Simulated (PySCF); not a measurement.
The calculation's input:

```
{"job": {"kind": "uv", "xc": "CAM-B3LYP", "basis": "def2-SVPD", "ip": true}, "charge": 0, "multiplicity": 1}
P      1.477275    -0.111063    -0.154860
B     -0.234274     0.804839    -0.027311
C     -1.395456    -0.301370     0.170327
Cl    -1.416437    -1.479701    -1.193956
Cl    -2.973933     0.504625     0.251936
Cl    -1.149213    -1.245981     1.683433
H      2.571463     0.774489    -0.278519
H      1.688154    -0.979633    -1.249766
H      1.887644    -0.920393     0.929329
H     -0.101441     1.530132     0.941107
H     -0.314891     1.396956    -1.088066
```

Launched as:

```sh
OMP_NUM_THREADS=1 python probes_run.py task.json out
```

Geometry: PBE0-D3(BJ)/def2-SVP.

All numbers below come from CAM-B3LYP/def2-SVPD, SCF density, gas phase (PySCF 2.14.0).

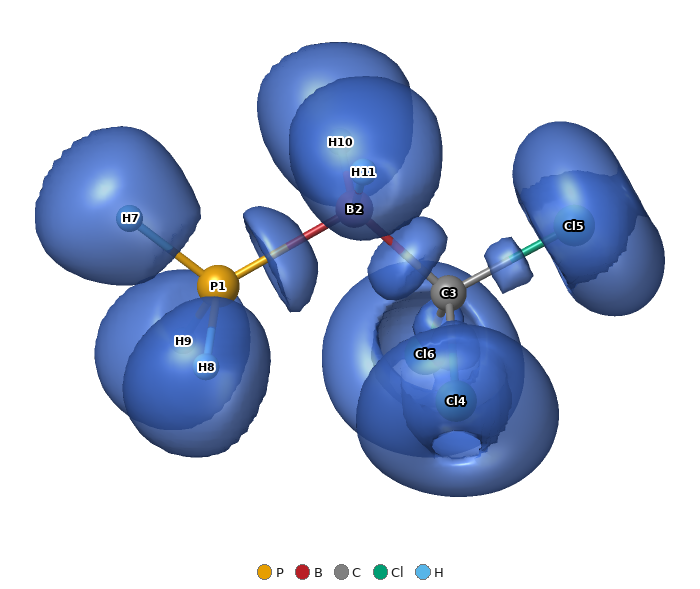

CH$_{5}$BCl$_{3}$P (SMILES [PH3+][BH2-]C(Cl)(Cl)Cl). Isosurface of the electron localisation function at 0.8 (blue), seen at a tilt. Core shells and regions of very low density are left out.

Q: Identify the bonds, lone pairs and shells in this picture.

A: The surface consists of one region between bonded B–C atoms (shared pairs), one region between bonded B–P atoms (shared pairs), three regions between bonded C–Cl atoms (shared pairs), five regions around hydrogen nuclei and three rings or bowls of non-bonding electrons around Cl. Profiles from the grid: C–B (1.62 Å): the ELF peaks at about 1 between the atoms: a shared electron pair. C–Cl (1.77 Å): the ELF peaks at about 0.90 between the atoms, as expected for a shared electron pair.
